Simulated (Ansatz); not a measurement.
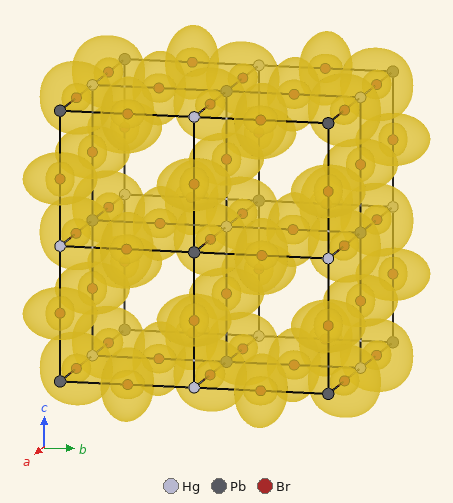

The picture shows: HgPbBr6. Isosurface of the electron localisation function at 0.7 (yellow), seen slightly off an axis. Only the valence region is drawn (cores and ρ < 0.01 e/Å³ removed). Sticks mark near contacts.

Space group Fm-3m; a structure from a database of computed crystals, not necessarily the ambient phase; started from the MgZrF6-225 prototype, which need not be the ambient phase.

Theory: DFT, PBEsol, plane waves, PAW (Ansatz 0.2.0).

In a PAW calculation such maps are meaningful between the atoms, not at the nuclei.

> Identify the bonds, lone pairs and shells in this picture.

At this value the surface marks out 24 regions wrapped around Br (the valence shell of each), counted in one cell of 32 atoms. Regions shared between cells count once. Along the contacts the grid gives the following. Hg–Br (2.72 Å): the ELF is about 0.25 at the midpoint. Pb–Br (2.77 Å): the ELF is about 0.35 at the midpoint.
